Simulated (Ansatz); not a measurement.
## How far to go with the k-point mesh at a smearing width of 0.3 eV: Ni (Fm-3m, 1 atom in the cell)

```yaml
crystal:
  lattice:
    - [0.00000, 1.75472, 1.75472]
    - [1.75472, 0.00000, 1.75472]
    - [1.75472, 1.75472, 0.00000]
  atoms:
    - { symbol: Ni, position: [0.00000, 0.00000, 0.00000], spin: 1.0 }
```
(The spins are starting values, not results.)

Method of the run: PBE, PAW files (plane waves; Ansatz, an electronic-structure program).

Base settings: basis.ecutwfc = 30.9 Ry; kpoints.mp_grid.grid = 16 16 16; hamiltonian.xc = pbe; hamiltonian.pseudopotentials = {kind: paw} (the program's default PAW files); magnetization.spin_polarized = true; scf.occupations.method = gaussian; scf.occupations.width = 0.0073 Ry.

In this ladder: scf.occupations.width = 0.022 Ry.

Only quantities that move along the ladder and can be compared are tabulated.

The count of work is k-points × plane waves × bands × iterations; it is no time. 

The starting cell has typed, rounded lattice constants, without a prior relaxation at this level. Its lattice was rescaled by up to half a per cent. With one magnetic atom in the cell only a parallel order is possible. Ansatz's pressure includes its estimate of the finite-basis (Pulay) stress.

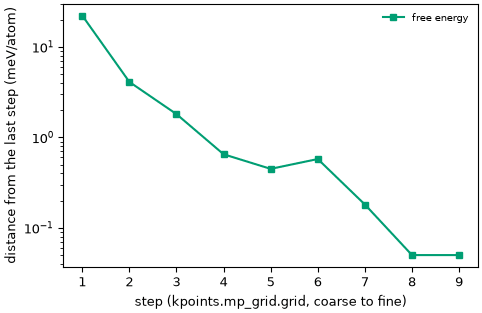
*Distance from the last step along the ladder; very small values are drawn at a floor.*

```tsv
kpoints.mp_grid.grid	free energy less the last step's (meV/atom)	pressure (GPa)	net moment (μB/atom)	count of work / last
6 6 6	-22.19	1.44	0.624	0.011
7 7 7	4.10	1.84	0.558	0.017
8 8 8	-1.81	2.46	0.692	0.020
10 10 10	-0.65	2.43	0.679	0.033
12 12 12	0.45	2.23	0.628	0.055
14 14 14	0.58	2.13	0.608	0.079
18 18 18	-0.18	2.10	0.618	0.15
21 21 21	0.04	2.13	0.618	0.20
31 31 31	0.00	2.14	0.620	0.57
38 38 38	0.00	2.14	0.620	1.0
```

Coarsest kpoints.mp_grid.grid that holds the net moment within 0.05 μB/atom of the last step, with all finer ones: 12 12 12, at 0.055 of the last step's count of work; the step before is off by 0.059 μB/atom.

Coarsest kpoints.mp_grid.grid that holds the free energy within 1 meV/atom of the last step, with all finer ones: 10 10 10, at 0.033 of the last step's count of work; the step before is off by 1.8 meV/atom.

Coarsest kpoints.mp_grid.grid that holds the pressure within 0.5 GPa of the last step, with all finer ones: 7 7 7, at 0.017 of the last step's count of work; the step before is off by 0.69 GPa.

Two neighbours can agree and both be off: 8 8 8 and 10 10 10 differ by 0.03 GPa in the pressure, yet lie about 0.30 GPa from the last step.

Keys are those of Ansatz 0.2.
